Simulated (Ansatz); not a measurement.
A series of calculations on BH2Cl and related structures

Part 1: Relaxation

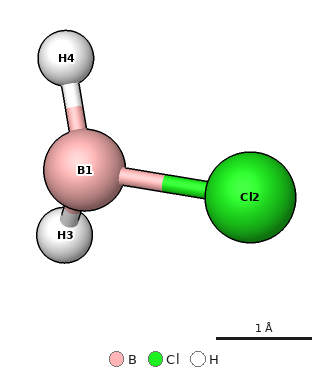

This is the input geometry for a relaxation of BH₂Cl. Style: ball-and-stick. Shown at a tilt.

It is one of the separated reactants of a reaction.

The calculation used Ansatz 0.2.0, RKS PBE0-D4/def2-TZVP.

The input:
```yaml
crystal:
  periodic: [false, false, false]
  atoms:
    - {symbol: B, position_ang: [-0.968217, -0.715735, -0.502345]}
    - {symbol: Cl, position_ang: [-1.648070, 1.038390, -0.480140]}
    - {symbol: H, position_ang: [-0.333706, -0.910115, -1.507217]}
    - {symbol: H, position_ang: [-1.850463, -1.504839, -0.288184]}
basis:
  gaussian: {orbitals: def2-TZVP}
hamiltonian: {xc: pbe0, dispersion: d4}
relax: {f_tol: 0.005, max_steps: 200}
```

Question: Where does the relaxation end?

Answer: After 5 geometry steps the energy has fallen by 0.898 eV. The largest force component goes from 3 to 0.00051 eV/Å. The largest move after the best rigid fit is that of B1, 0.30 Å. Largest moves by element: B 0.30 Å, H 0.11 Å, Cl 0.09 Å. Among the contacts that change: B1–Cl2 1.881 → 1.733 Å, B1–H3 1.204 → 1.190 Å. Bond angles that change, for instance: H3–B1–H4 115.4° → 123.8°, Cl2–B1–H4 110.2° → 118.1°, Cl2–B1–H3 110.5° → 118.1°. The run took of the order of 10 core-seconds on a shared host.

Step by step:

| step | E − E(0), eV | largest force component, eV/Å |
| --- | --- | --- |
| 0 | 0.0000 | 2.9640 |
| 1 | -0.7169 | 1.6940 |
| 2 | -0.8752 | 1.0710 |
| 3 | -0.8975 | 0.1841 |
| 4 | -0.8980 | 0.0703 |
| 5 | -0.8981 | 0.0005 |

Final geometry:

```xyz
4

B    -1.1626   -0.6690   -0.7195
Cl   -1.5885    0.9867   -0.4353
H    -0.2428   -0.8960   -1.4400
H    -1.8066   -1.5140   -0.1831
```

After the run, drawn alike:

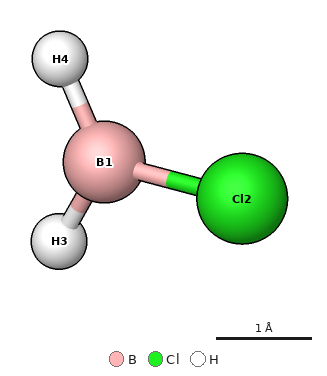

Part 2: Relaxation

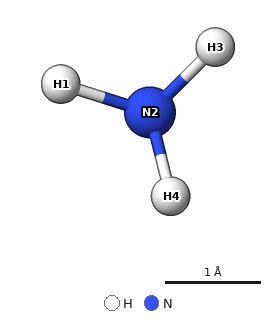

NH3, before the relaxation. The picture is a ball-and-stick view, seen face on.

It is one of the separated reactants of a reaction.

These are results of Ansatz, RKS PBE0-D4/def2-TZVP, not measurements.

The input:
```yaml
crystal:
  periodic: [false, false, false]
  atoms:
    - {symbol: H, position_ang: [0.789495, -0.045713, 0.593790]}
    - {symbol: N, position_ang: [0.065308, -0.770020, 0.725791]}
    - {symbol: H, position_ang: [0.506167, -1.683103, 0.780574]}
    - {symbol: H, position_ang: [-0.405239, -0.589003, 1.607847]}
basis:
  gaussian: {orbitals: def2-TZVP}
hamiltonian: {xc: pbe0, dispersion: d4}
relax: {f_tol: 0.005, max_steps: 200}
```

Q: What does the optimiser find from here?

A: The largest move after the best rigid fit is that of H1, 0.027 Å. By element the largest moves are H 0.027 Å, N 0.017 Å. Among the contacts that change: H1–N2 1.033 → 1.013 Å. Among the angles between lasting bonds that change: H1–N2–H3 109.5° → 107.1°. Over 4 geometry steps the energy falls by 1.51 kJ/mol. Largest force component: 0.74 eV/Å at the start, 0.0008 eV/Å at the end.

The structure at the end:

```xyz
4

H     0.7823   -0.0690    0.6051
N     0.0546   -0.7648    0.7139
H     0.5126   -1.6651    0.7844
H    -0.3938   -0.5889    1.6046
```

Part 3: Reaction

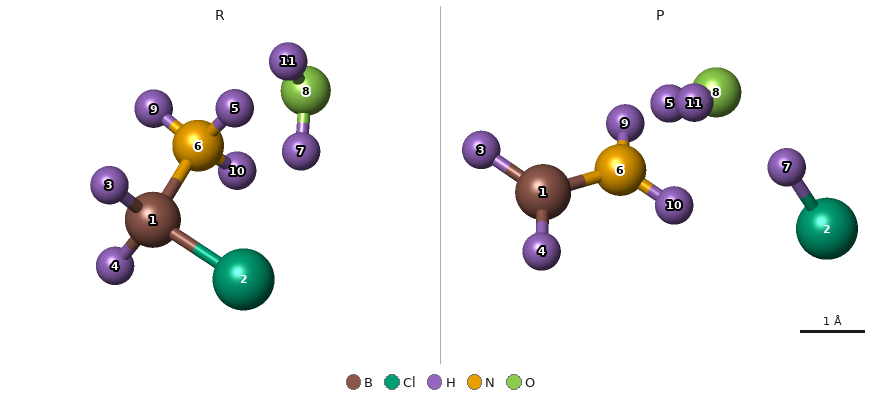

Reactant (R) and product (P) of one elementary step of BNH$_{7}$OCl. The picture is a ball-and-stick view, seen from a free direction.

Stationary points at PBE0-D4/def2-TZVP, single-point energies with CCSD(T)/CBS, PBE0-D4, CCSD(T), CAM-B3LYP-D4, SPW92 (LDA), PBE-QIDH (def2-TZVPP where no basis is named; Ansatz 0.2.0). The energies are electronic, without zero-point or thermal terms, and both ends are the minima reached downhill from the saddle, with any fragments still in contact. CCSD(T)/CBS stands for a frozen-core estimate: MP2 correlation extrapolated from def2-TZVPP and def2-QZVPP, CCSD(T) minus MP2 from the smaller set.

R:
```xyz
11

B    -0.9737   -0.7234   -0.4802
Cl   -1.6565    1.0297   -0.4699
H    -0.3527   -0.9289   -1.4913
H    -1.8514   -1.5114   -0.2444
H     0.7977   -0.0372    0.5834
N     0.0767   -0.7610    0.7341
H     0.4832    1.8099   -0.2942
O     1.3887    1.6197    0.0085
H     0.5200   -1.6726    0.7939
H    -0.3820   -0.5701    1.6203
H     1.9501    1.7454   -0.7600
```

P:
```xyz
11

B    -0.6635   -1.6246   -0.5678
Cl   -0.8149    2.4596    1.3431
H    -0.1207   -2.6547   -0.8419
H    -1.4537   -1.1055   -1.3007
H     1.0362    0.4344   -0.3165
N    -0.3332   -0.9840    0.6211
H     0.1931    2.1348    0.5528
O     1.3614    1.3433   -0.4083
H     0.2751   -1.3970    1.3102
H    -0.8042   -0.1533    0.9546
H     1.3245    1.5470   -1.3467
```

Predict the saddle point between them and the barrier.

Answer. Counted by bonded pieces, R holds BH₅NCl + H₂O and P holds BH₄N + HCl + H₂O. From R over the saddle to P, bonds form: Cl2–H7 (2.28 → 1.47 → 1.32 Å), H5–O8 (1.85 → 1.03 → 0.97 Å). Bonds break: B1–Cl2 (1.88 → 2.40 → 4.51 Å), H5–N6 (1.03 → 1.62 → 2.18 Å), H7–O8 (0.97 → 1.29 → 1.71 Å). The saddle has one imaginary mode, 430i cm⁻¹. With CCSD(T)/CBS the barrier is 1.37 eV from R and 0.55 eV from P, and P lies 0.82 eV above R. By Pauling bond orders of the changing bonds the saddle lies closer to P, the higher end, as Hammond's postulate suggests.

| level | barrier from R (eV) | barrier from P (eV) | P less R (eV) |
| --- | --- | --- | --- |
| CCSD(T)/CBS | 1.37 | 0.55 | 0.82 |
| PBE0-D4 | 1.23 | 0.36 | 0.87 |
| CCSD(T) | 1.37 | 0.56 | 0.80 |
| CAM-B3LYP-D4 | 1.24 | 0.52 | 0.72 |
| SPW92 (LDA) | 0.93 | −0.08 | 1.01 |
| PBE-QIDH | 1.35 | 0.43 | 0.92 |

Against CCSD(T)/CBS, CCSD(T) comes closest on the barrier from R (0.00 eV) and SPW92 (LDA) misses most (−0.44 eV).

Saddle geometry:

```xyz
11

B    -0.9826   -0.9238   -0.3144
Cl   -1.1018    1.2668   -1.2835
H    -0.8287   -1.4679   -1.3661
H    -2.0630   -0.8336    0.1840
H     0.8775    0.5612    0.5286
N     0.1805   -0.8951    0.5922
H     0.0732    1.6242   -0.4678
O     1.0680    1.5601    0.3461
H     0.9228   -1.5371    0.3511
H    -0.0390   -0.9810    1.5752
H     1.8931    1.6263   -0.1454
```

The saddle point in the same view, with dashed sticks for the bonds that form or break:

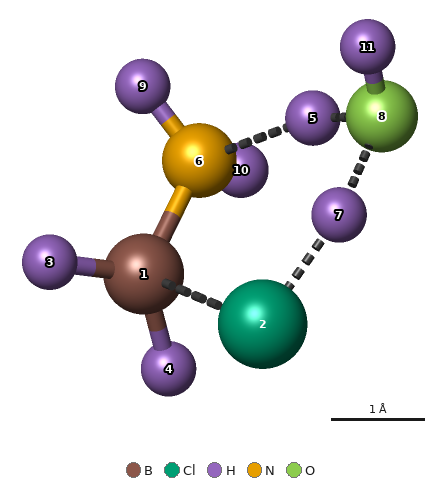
